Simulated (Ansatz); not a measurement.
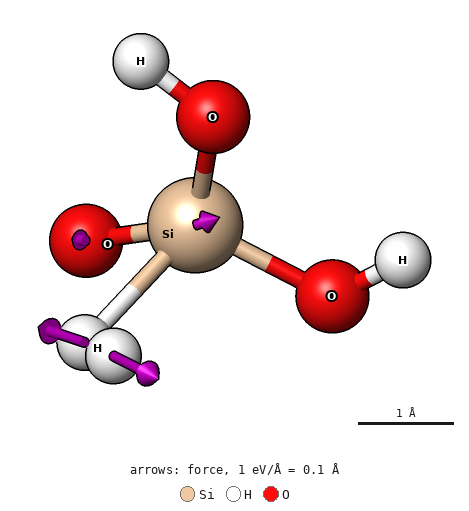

Starting geometry of SiH₄O₃ (started from a transition state, displaced along its imaginary mode) with the computed forces as purple arrows. Style: ball-and-stick. Shown at a tilt.

All numbers below come from RKS PBE0-D4/def2-TZVP (Ansatz).

Input
```yaml
crystal:
  periodic: [false, false, false]
  atoms:
    - {symbol: Si, position_ang: [-0.444005, -0.142060, -0.107003]}
    - {symbol: H, position_ang: [1.424559, -0.787566, -0.406886]}
    - {symbol: O, position_ang: [-0.882287, -1.540981, -0.294866]}
    - {symbol: H, position_ang: [0.998223, -1.209776, -0.426297]}
    - {symbol: O, position_ang: [-0.370672, 1.039317, -1.226191]}
    - {symbol: O, position_ang: [-0.146508, 0.628829, 1.312581]}
    - {symbol: H, position_ang: [-0.338107, 1.952398, -0.937026]}
    - {symbol: H, position_ang: [-0.241303, 0.059740, 2.085787]}
basis:
  gaussian: {orbitals: def2-TZVP}
hamiltonian: {xc: pbe0, dispersion: d4}
relax: {f_tol: 0.005, max_steps: 200}
```

Run as
```bash
ansatz run in.yaml --threads 2 --pin off --events-out ev --progress --plain --max-ram 4352MiB
```

Is this structure relaxed? If not, where do the atoms go?

It isn't relaxed: the largest force vector, on H2, is 9.92 eV/Å. The final displacements have little in common with the starting forces (cosine between the two patterns 0.22). Over 10 accepted moves (12 points after the start) the energy falls by 94.3 kJ/mol. Largest force component: 7.2 eV/Å at the start, 0.0034 eV/Å at the end. The line search rejected the trial steps at points 7, 11 of the run. The largest moves after the best rigid fit, 0.41 Å, are those of O3 and H4. Largest moves by element: O 0.41 Å, H 0.41 Å, Si 0.26 Å. Among the contacts that change: Si1–H4 1.823 → 2.457 Å, Si1–H2 2.000 → 2.611 Å, H2–H4 0.600 → 0.753 Å, Si1–O3 1.478 → 1.510 Å. Bond angles that change, for instance: Si1–O5–H7 119.0° → 116.8°.
